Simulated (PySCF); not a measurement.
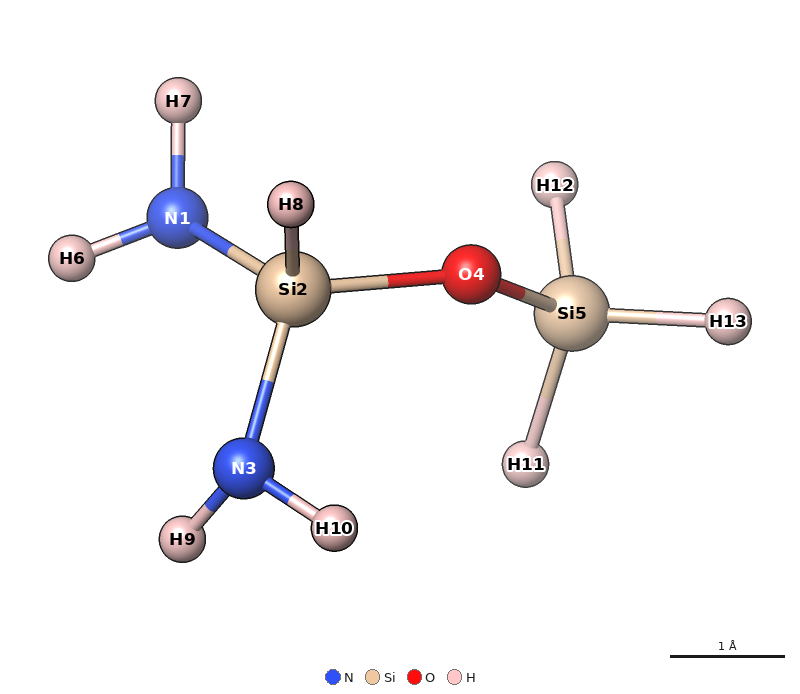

Orthographic view. Atoms fade into the background with distance from the viewer. Geometry: a frame of a GFN2-xTB molecular-dynamics simulation, not a minimum.

Write a MOL file (V2000) with the atoms in numerical order, bonds sorted by atom number with the orders drawn, and coordinates in the frame of the picture: x right, y up, z towards the viewer, origin at the mean position.

```
H8N2OSi2
                    3D

 13 12  0  0  0  0  0  0  0  0999 V2000
   -1.5700    0.9000   -0.4800 N   0  0  0  0  0  0  0  0  0  0  0  0
   -0.5500    0.2700    0.7900 Si  0  0  0  0  0  4  0  0  0  0  0  0
   -0.9800   -1.3000    1.1800 N   0  0  0  0  0  0  0  0  0  0  0  0
    1.0200    0.4000    0.3400 O   0  0  0  0  0  0  0  0  0  0  0  0
    1.9000    0.0600   -0.9200 Si  0  0  0  0  0  4  0  0  0  0  0  0
   -2.5000    0.5500   -0.5300 H   0  0  0  0  0  0  0  0  0  0  0  0
   -1.5600    1.9300   -0.5500 H   0  0  0  0  0  0  0  0  0  0  0  0
   -0.5700    1.0200    2.0800 H   0  0  0  0  0  0  0  0  0  0  0  0
   -1.5200   -1.9300    0.6100 H   0  0  0  0  0  0  0  0  0  0  0  0
   -0.1900   -1.8300    1.5600 H   0  0  0  0  0  0  0  0  0  0  0  0
    1.4900   -1.2600   -1.6100 H   0  0  0  0  0  0  0  0  0  0  0  0
    1.7500    1.1900   -1.8500 H   0  0  0  0  0  0  0  0  0  0  0  0
    3.2800   -0.0100   -0.6200 H   0  0  0  0  0  0  0  0  0  0  0  0
  1  2  1  0
  1  6  1  0
  1  7  1  0
  2  3  1  0
  2  4  1  0
  2  8  1  0
  3  9  1  0
  3 10  1  0
  4  5  1  0
  5 11  1  0
  5 12  1  0
  5 13  1  0
M  END
```
